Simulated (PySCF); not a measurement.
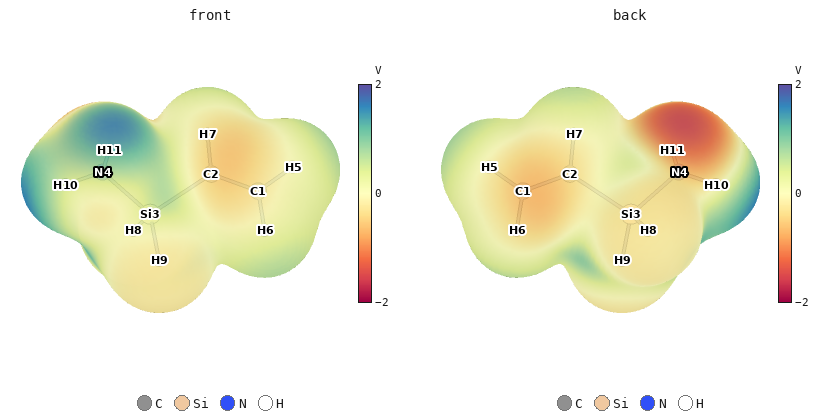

C2H7NSi. The electrostatic potential painted on the density surface at 0.002 e/bohr³, seen from the front and from behind; the colour scale runs from red (negative) to blue (positive).

Geometry: GFN2-xTB.

Computed with PBE0/pcSseg-1, SCF density, gas phase, non-relativistic in PySCF.

```xyz
11

C    -2.0469    0.1838   -0.3585
C    -0.8943    0.3305    0.2731
Si    0.6590   -0.6744   -0.0697
N     1.9620    0.4426    0.1112
H    -2.9231    0.7710   -0.1243
H    -2.1707   -0.5400   -1.1486
H    -0.8328    1.0733    1.0600
H     0.8970   -1.6959    0.9542
H     0.5408   -1.3140   -1.3915
H     2.9052    0.0927    0.0656
H     1.9091    1.3332   -0.3574
```

Which sites attract a positive test charge, and which a negative one?

A positive charge is drawn to the negative regions and a negative charge to the positive ones. The most negative region (about −1.5 V) lies over N4, the most positive (about +1.5 V) over H10 and H11. N4 is the likeliest acceptor of a hydrogen bond.

How polar is the molecule by this calculation?

Its dipole moment is 1.07 D.
